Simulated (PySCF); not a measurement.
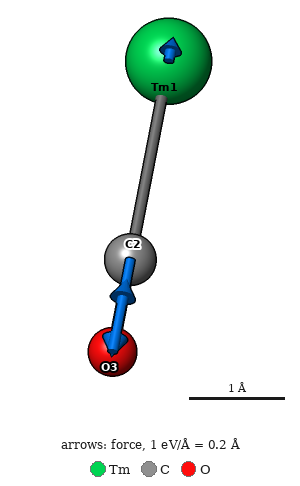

Starting geometry of TmCO (charge +2) with the computed forces as blue arrows. Style: ball-and-stick. Shown from a free direction.

Computed with RKS PBE0, Tm lcecp-0-SVP with ECP59, C def2-SVP, O def2-SVP; non-relativistic Hamiltonian with scalar-relativistic core potentials; density fitting in PySCF 2.14.0. Settings: symmetry kept (C∞v).

> What follows when this structure is relaxed?

It isn't relaxed: the largest force vector, on C2, is 6.12 eV/Å. The final displacements follow the starting forces only in part (cosine between the two patterns 0.35). The largest move after the best rigid fit is that of Tm1, 0.18 Å. By element the largest moves are Tm 0.18 Å, C 0.11 Å, O 0.07 Å. Some distances before and after: Tm1–C2 2.475 → 2.759 Å, C2–O3 1.150 → 1.115 Å. Over 7 geometry steps the energy falls by 25.9 kJ/mol. The largest force component goes from 6.1 to 0.0021 eV/Å. Cost: 16 s on 2 threads of Arm Neoverse V2, with other jobs on the host, peak memory 0.41 GiB.
